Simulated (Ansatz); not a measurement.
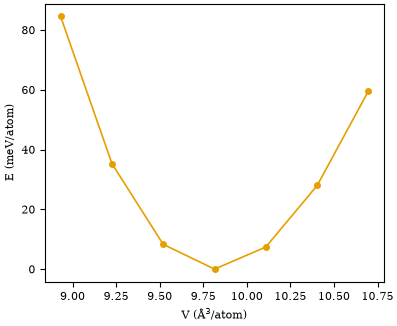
*CoPtO2 in space group R-3m (No. 166; Co on 3b, Pt on 3a, O on 6c) under volume change, the program Ansatz at the LDA level (PAW), shape and atoms relaxed at each volume.*

What does a third-order Birch–Murnaghan fit give for V₀, B₀ and B′?

V₀ = 9.81 Å³/atom, B₀ = 284 GPa, B′ = 4.8.

The cell was relaxed with LDA under the symmetry of its start; of distortions, only those at the zone centre were tested. No spin polarisation was allowed. No Hubbard U is applied. Spin–orbit coupling is left out wherever it is not named.

Potentials: the later of the program's two PAW sets.
